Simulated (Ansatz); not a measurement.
**CH$_{5}$AlBO (SMILES [BH2][AlH][CH+]O) (charge +1): density, localisation and related maps**

Input file:

```
crystal:
  periodic: [false, false, false]
  atoms:
    - { symbol: B, position_ang: [-0.33572, 2.30305, 0.37346] }
    - { symbol: Al, position_ang: [-0.06828, 0.41751, -0.395] }
    - { symbol: C, position_ang: [0.17598, -1.54607, 0.52908] }
    - { symbol: O, position_ang: [0.41543, -2.47491, -0.26709] }
    - { symbol: H, position_ang: [0.47884, 3.13877, 0.2198] }
    - { symbol: H, position_ang: [-1.306, 2.61583, 0.96147] }
    - { symbol: H, position_ang: [0.05251, -0.36468, -1.75995] }
    - { symbol: H, position_ang: [0.16958, -1.90767, 1.56933] }
    - { symbol: H, position_ang: [0.566, -3.36072, 0.18885] }
total_charge: 1
basis:
  gaussian: { orbitals: def2-SVP }
hamiltonian:
  xc: b3lyp
relax:
  f_tol: 0.015
  max_steps: 40
output:
  orbitals: {}
```

Command:

```sh
ansatz run input.yaml --threads 1 --pin off --max-ram 2048MiB --backend cpu --events-out ev --progress --plain --runs-dir out
```

The fields are those of the relaxed geometry.

Computed with RKS B3LYP/def2-SVP (Ansatz 0.2.0).

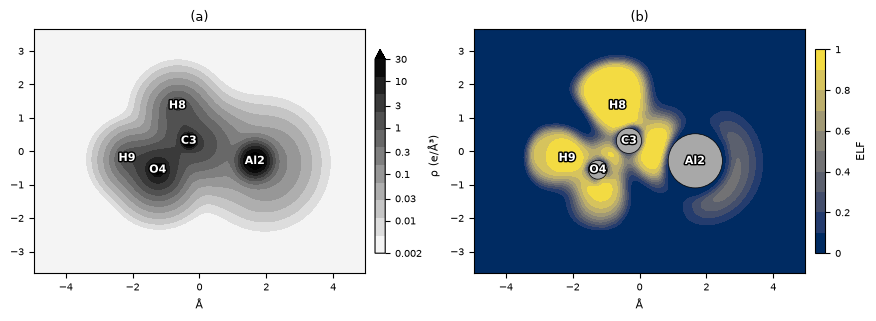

Figure 1. (a) electron density; (b) electron localisation function on the plane of atoms Al2, C3 and H8. Grey discs cover the atomic cores in the ELF map.

Question: Read the bonding off the picture.

Answer: Atoms in the plane: Al, C, O and H. C–O (1.27 Å): ρ is about 2.8 e/Å³ halfway; the ELF peaks at about 0.90 between the atoms (a shared but strongly polarised pair). C–Al (2.07 Å): ρ at the midpoint is about 0.6 e/Å³; the ELF peaks at about 1 in the valence shell of C, 0.8 Å from its nucleus, and is about 0.90 at the midpoint. O–H (0.98 Å): ρ is about 3.7 e/Å³ halfway; the ELF climbs to about 1 towards the hydrogen, as it does in any bond to H (an ordinary covalent bond to hydrogen). C–H (1.11 Å): the density is about 2.1 e/Å³ at the midpoint; the ELF climbs to about 1 towards the hydrogen; a covalent bond by its length. The ELF also peaks beside O4, away from the bonds: lone-pair regions.

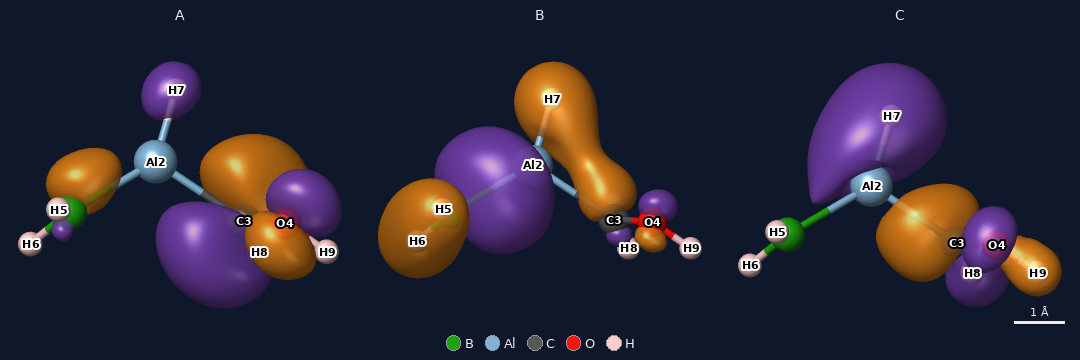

Figure 2. Three frontier orbitals at ±0.1 Å⁻³ᐟ² (orange and purple are the two phases), in no order.

Question: Order the three orbitals by energy and name them.

Answer: C is the HOMO−1 (−13.71 eV). Its weight (Hirshfeld) is mainly on H7 (about 30 %), Al2 (about 30 %), C3 (about 25 %) and O4 (about 5 %). B is the HOMO (−12.28 eV). Its weight (Hirshfeld) is mainly on B1 (about 40 %), Al2 (about 30 %), H7 (about 10 %), H5 (about 5 %) and H6 (about 5 %). A is the LUMO (−8.62 eV). Its weight (Hirshfeld) is mainly on C3 (about 55 %) and O4 (about 20 %).

Question: What is the HOMO–LUMO gap?

Answer: 3.66 eV between the orbital energies.
